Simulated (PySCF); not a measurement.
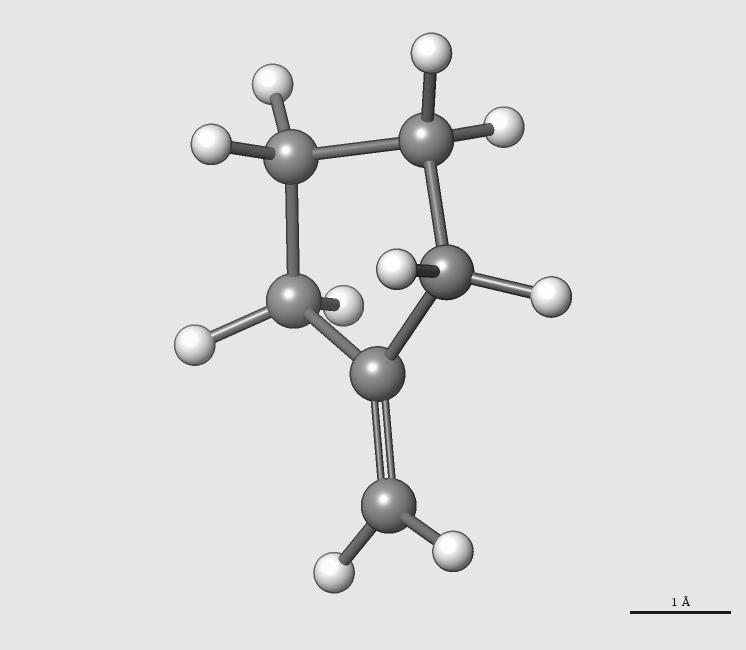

The picture shows a molecular structure as a ball-and-stick model. Colours: carbon grey, hydrogen white.

The computed structure is the end point of a PBE0-D3(BJ)/def2-SVP optimisation. No frequency run is at hand to confirm it as a minimum.

Description:

The molecule is C6H10. As SMILES it reads `C=C1CCCC1`. Independent rings (smallest set): 1 of 5 members. Among its groups: alkene. The point group is C2. Coordination: 2 C trigonal planar; 4 C tetrahedral.

The parts below concern this one geometry. Atoms keep their numbers from picture to picture.

## Geometry

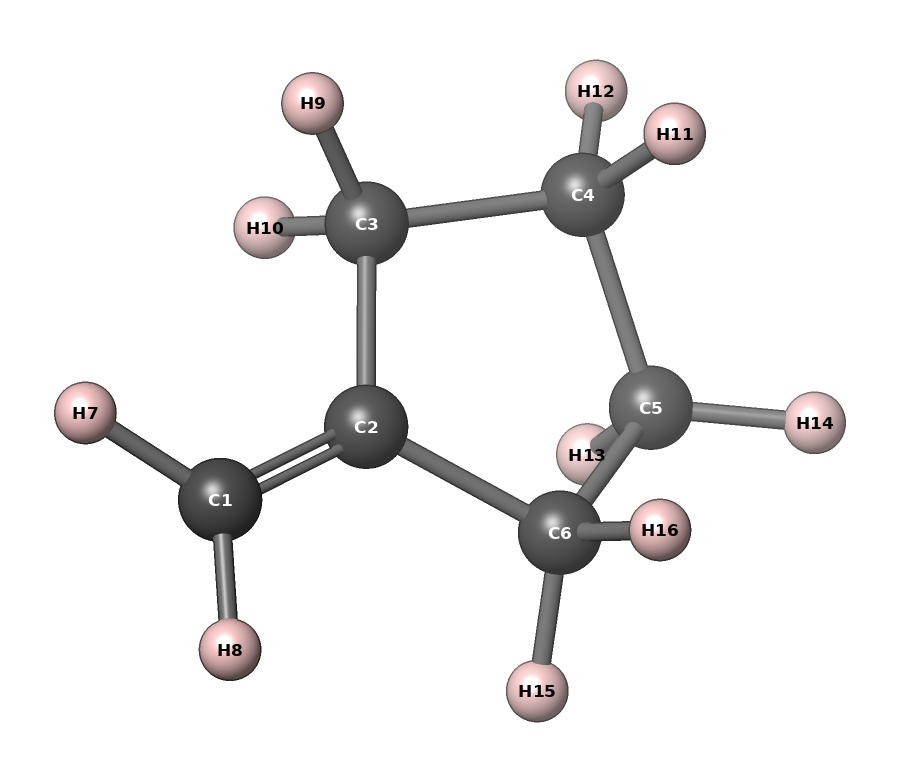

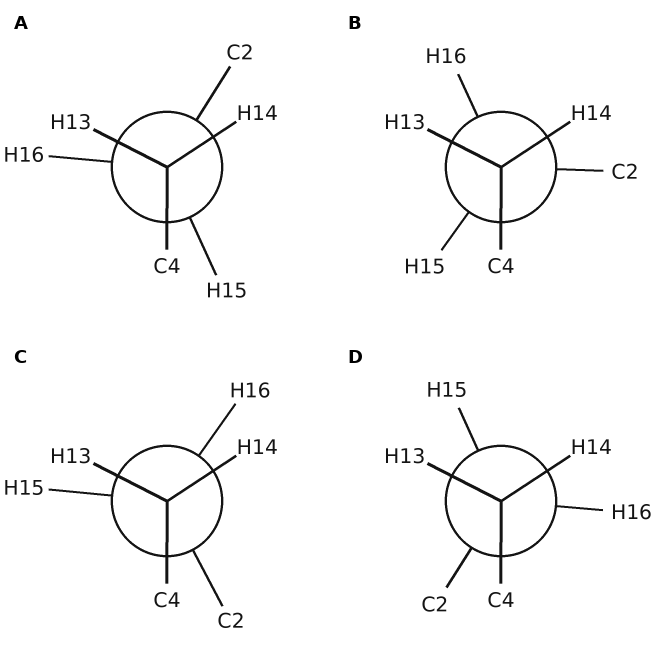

Atoms fade into the background with distance from the viewer. Bonds that would overlap in a projection are set slightly apart. No frequency run is at hand to confirm it as a minimum.

> Which Newman projection shows the view along C5–C6, with C5 in front?

D. The torsion angle C4–C5–C6–C2 is 32°, synclinal (gauche).

## Ring current

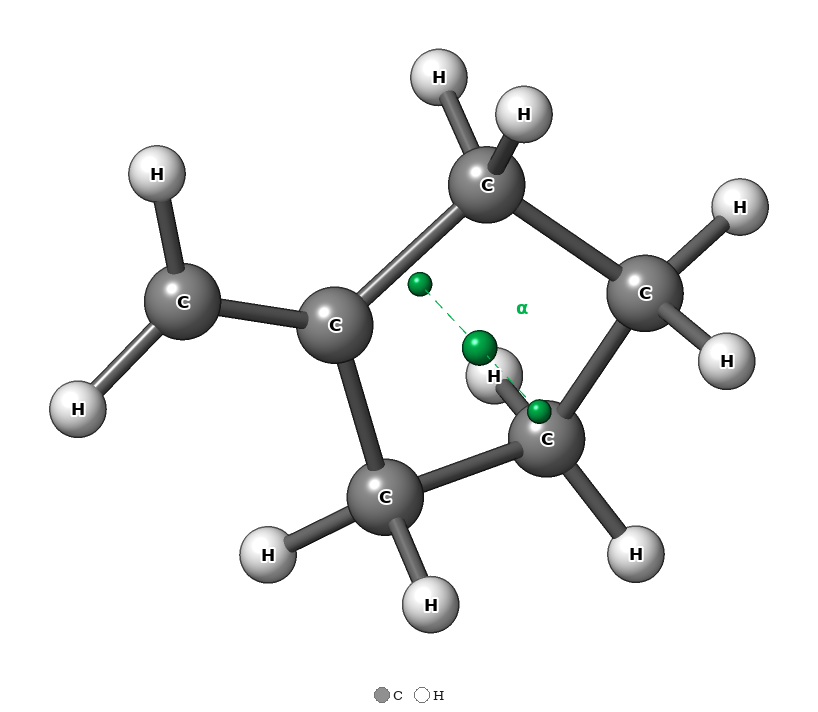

The small points mark where nucleus-independent chemical shifts (NICS) were computed: at the centre of each lettered ring and 1 Å above and below it. No frequency run is at hand to confirm it as a minimum. Properties computed with GIAO mPW1PW91/pcSseg-1 NMR shielding, non-relativistic, gas phase (PySCF 2.14.0).

Give NICS(0), NICS(1) and the out-of-plane component NICS(1)zz for each ring (means of the two sides).

```tsv
ring	members	NICS(0)	NICS(1)	NICS(1)zz
α	C5	−3.1	−3.6	−3.6
```

Values in ppm.

> What do the values say about the ring currents?

Ring α: weak, as in a non-aromatic ring. NICS is one index among several.

## NMR shielding

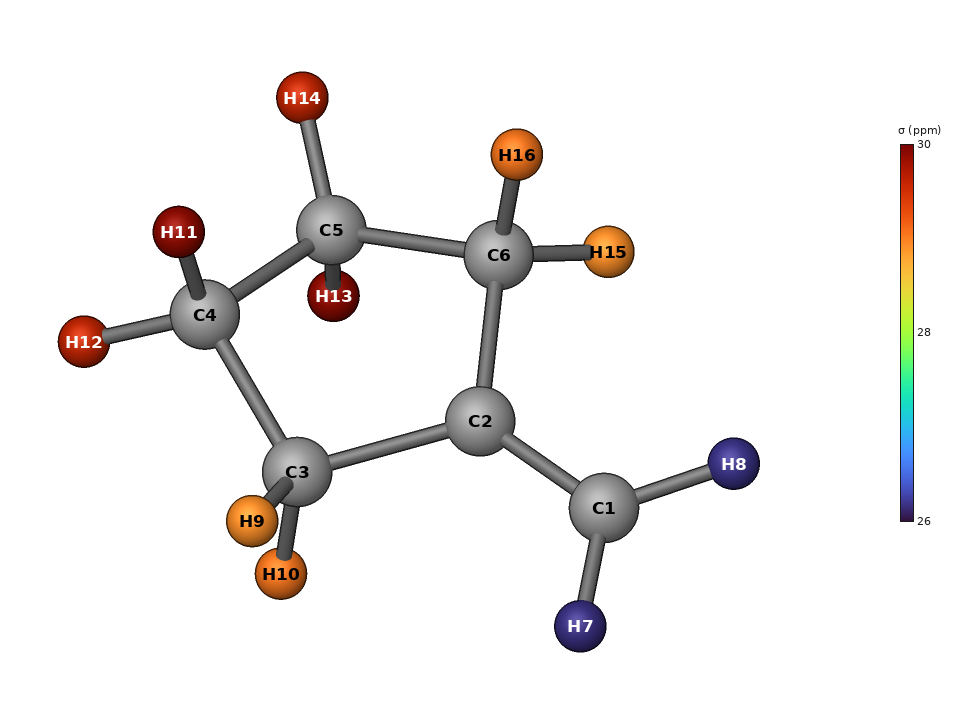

Atoms are coloured by their isotropic NMR shieldings (H only, the others grey). No frequency run is at hand to confirm it as a minimum. Level of theory: GIAO KT3/pcSseg-1 NMR shielding, non-relativistic, gas phase (PySCF 2.14.0).

Give the isotropic NMR shieldings of the H atoms atom by atom.

```json
{"atom": "H7", "σ (ppm)": "26.18"}
{"atom": "H8", "σ (ppm)": "26.19"}
{"atom": "H9", "σ (ppm)": "28.92"}
{"atom": "H10", "σ (ppm)": "29.04"}
{"atom": "H11", "σ (ppm)": "29.89"}
{"atom": "H12", "σ (ppm)": "29.58"}
{"atom": "H13", "σ (ppm)": "29.89"}
{"atom": "H14", "σ (ppm)": "29.58"}
{"atom": "H15", "σ (ppm)": "28.92"}
{"atom": "H16", "σ (ppm)": "29.04"}
```

## Levels of theory compared

No frequency run is at hand to confirm it as a minimum. Program: PySCF 2.14.0.

At this fixed geometry, give dipole (D) at these levels: B3LYP/pcSseg-1; B97-D/pcSseg-1; KT2/pcSseg-1; KT3/pcSseg-1; PBE0/pcSseg-1; mPW1PW91/pcSseg-1.

```json
{"level": "B3LYP/pcSseg-1", "dipole (D)": "0.61"}
{"level": "B97-D/pcSseg-1", "dipole (D)": "0.62"}
{"level": "KT2/pcSseg-1", "dipole (D)": "0.60"}
{"level": "KT3/pcSseg-1", "dipole (D)": "0.59"}
{"level": "PBE0/pcSseg-1", "dipole (D)": "0.62"}
{"level": "mPW1PW91/pcSseg-1", "dipole (D)": "0.61"}
```
